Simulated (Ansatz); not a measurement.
# One shape, several levels: [NH2]− (SMILES [NH2-])

Aim: a comparison of 6 runs (HF/6-31G*, UHF/6-31G*, B3LYP/6-31G*, CAM-B3LYP/6-31G*, BCCD(T)/6-31G*, CCSDT/6-31G*) of [NH2]−. 

Program for the calculation: Ansatz 0.2.0.

2 further runs of the same task are left out: 2 that didn't finish.

### 1 Starting point

The species is [NH2]− (3 atoms), meant as a singlet with charge -1. As SMILES, `[NH2-]`. The H2–N1 distance was set to 1.541 Å, away from the relaxed value. At this shape a bond of the SMILES string is far longer than usual.

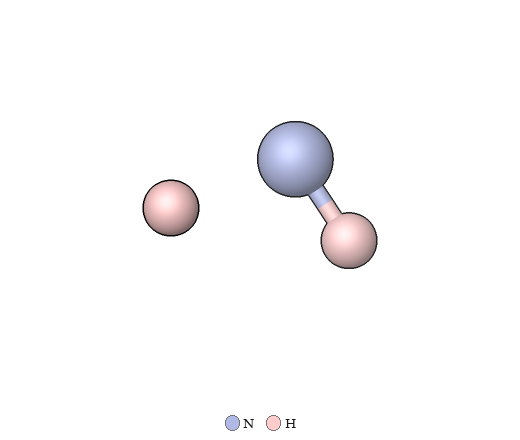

The structure, seen from a chosen angle (nitrogen light blue, hydrogen pink).

### 2 A single-point energy at HF/6-31G(d) (spherical functions) (run 1)

File run.yaml:

```yaml
basis:
  gaussian: {orbitals: 6-31G_st_-spherical.json}
crystal:
  periodic: [false, false, false]
  atoms:
    - {symbol: "N", position_ang: [0.450552, -0.705109, 0.175050]}
    - {symbol: H, position_ang: [0.125500, 0.801200, 0.156000]}
    - {symbol: H, position_ang: [-0.359348, -1.100309, -0.318350]}
magnetization: {spin_polarized: false}
total_charge: -1
accuracy: high
hamiltonian: {xc: hf}
```

The basis set 6-31G* is read from a file made from the Basis Set Exchange's data (not shown).

Started as:

```console
$ ansatz run run.yaml --threads 1 --pin off --max-ram 2610MiB --events-out events.jsonl --progress --plain --runs-dir runs
```

What it wrote:

```text
Warning: RAYON_NUM_THREADS=1 ignored (pool sized by the plan → 1); use --threads N
Functional definition: HF
  name "HF"
  exchange = exact_x
  correlation = 0
333 factors; integrals over basis functions are off by at most 2.8e-9 eV
mean field evaluation 1: about -1507.0985 eV, gradient 1.4e1 eV
mean field evaluation 2: about -1507.1006 eV, gradient 1.4e1 eV
mean field evaluation 4: about -1507.7194 eV, gradient 2.3e0 eV
mean field evaluation 8: about -1507.7380 eV, gradient 5.2e-5 eV
mean field -1507.73801965 eV, -55.4083502405 hartree, gradient 2.1e-8 eV, S^2 0.000000; 0 other end points of the search recorded, 0 dependent functions left out
reference -1507.73801965 eV, -55.4083502405 hartree; 5, 5 occupied and 13, 13 virtual orbitals, 333 factors
Total energy: -1507.73801965 eV, -55.4083502405 hartree
```

It took 0.12 s on 1 thread of Arm Neoverse N1, shared host.

### 3 The energy at UHF/6-31G(d) (spherical functions) (run 2)

File input.yaml:

```yaml
crystal:
  periodic: [false, false, false]
  atoms:
    - {symbol: "N", position_ang: [0.450552, -0.705109, 0.175050]}
    - {symbol: H, position_ang: [0.125500, 0.801200, 0.156000]}
    - {symbol: H, position_ang: [-0.359348, -1.100309, -0.318350]}
basis:
  gaussian: {orbitals: 6-31G_st_-spherical.json}
total_charge: -1
magnetization: {spin_polarized: true, initial_magnetization: 0}
hamiltonian: {xc: hf}
accuracy: high
```

The basis set 6-31G* is read from a file made from the Basis Set Exchange's data (not shown).

Started as:

```console
$ ansatz run input.yaml --threads 1 --pin off --max-ram 2610MiB --events-out events.jsonl --progress --plain --runs-dir runs
```

What it wrote:

```text
Warning: RAYON_NUM_THREADS=1 ignored (pool sized by the plan → 1); use --threads N
[... 4 set-up lines as earlier in the session ...]
333 factors; integrals over basis functions are off by at most 2.8e-9 eV
mean field evaluation 1: about -1507.0985 eV, gradient 9.7e0 eV
mean field evaluation 2: about -1507.1006 eV, gradient 9.7e0 eV
mean field evaluation 4: about -1507.7194 eV, gradient 1.6e0 eV
mean field evaluation 8: about -1507.7380 eV, gradient 5.0e-5 eV
mean field evaluation 16: about -1507.7751 eV, gradient 1.7e-2 eV
mean field evaluation 32: about -1507.7585 eV, gradient 2.5e-1 eV
mean field evaluation 64: about -1500.9276 eV, gradient 2.3e1 eV
mean field evaluation 96: about -1507.7346 eV, gradient 3.5e-1 eV
mean field -1507.77502602 eV, -55.4097101995 hartree, gradient 2.6e-8 eV, S^2 0.201664; 2 other end points of the search recorded, 0 dependent functions left out
reference -1507.77502602 eV, -55.4097101995 hartree; 5, 5 occupied and 13, 13 virtual orbitals, 333 factors
Total energy: -1507.77502602 eV, -55.4097101995 hartree
```

Run time: 0.22 s. Hardware: 1 thread of Arm Neoverse N1, shared host.

Runs 3 to 5 aren't shown in full; the table further down has their settings and results.

### 4 The energy at CCSDT/6-31G(d) (spherical functions) (run 6)

File molecule.yaml:

```yaml
basis:
  gaussian:
    orbitals: 6-31G_st_-spherical.json
crystal:
  periodic: [false, false, false]
  atoms:
    - symbol: "N"
      position_ang: [0.450552, -0.705109, 0.175050]
    - symbol: H
      position_ang: [0.125500, 0.801200, 0.156000]
    - symbol: H
      position_ang: [-0.359348, -1.100309, -0.318350]
total_charge: -1
correlation:
  method: ccsdt
  frozen_orbitals: {H: 0, "N": 1}
accuracy: high
scf:
  omitted_lower_state_checks: [cluster_reference, increment]
```

The basis set 6-31G* is read from a file made from the Basis Set Exchange's data (not shown).

Started as:

```console
$ ansatz run molecule.yaml --threads 1 --pin off --max-ram 2610MiB --events-out events.jsonl --progress --plain --runs-dir runs
```

What it wrote:

```text
Warning: RAYON_NUM_THREADS=1 ignored (pool sized by the plan → 1); use --threads N
[... 11 lines left out ...]
1 core orbitals not correlated: weight in the atoms' cores, before any rotation towards them, 1.000 or more for the frozen orbitals, at most 0.000 for the correlated occupied ones
[... 27 lines left out ...]
Total energy: -1513.10801182 eV, -55.6056938130 hartree
Checks for a lower state left out: cluster_reference, increment
```

Wall time 0.8 s (1 thread of Arm Neoverse N1, shared host).

### 5 All runs side by side

```tsv
run	level	frozen core orbitals	energy (Eh)	wall time
1	HF/6-31G* (spherical functions)	–	-55.408350	0.12 s
2	UHF/6-31G* (spherical functions)	–	-55.409710	0.22 s
3	B3LYP/6-31G* (spherical functions)	–	-55.781100	0.67 s
4	CAM-B3LYP/6-31G* (spherical functions)	–	-55.747217	0.82 s
5	BCCD(T)/6-31G* (spherical functions)	1	-55.605066	0.38 s
6	CCSDT/6-31G* (spherical functions)	1	-55.605694	0.8 s
```

### 6 Results

```
                                         quantity         value
                              run 6: total energy  -55.60569 Eh
run 6: correlation energy (1 core orbital frozen)    -197.3 mEh
                             run 6: T1 diagnostic         0.022
```

In words: Below the UHF energy at the same shape and in the same basis (6-31G*): BCCD(T) -195.4 mEh; CCSDT -196.0 mEh. Some of these start from another determinant than that one, so these aren't their correlation energies. Totals of different functionals can't be ranked against each other. In runs 5, 6 the log says that unrestricted orbitals would lower the reference, so the values rest on an unstable closed-shell determinant (other closed-shell runs at this shape may share the fault). Spin contamination of the reference: run 2 ⟨S²⟩ = 0.20. All runs together took 3 s, the longest 0.82 s.
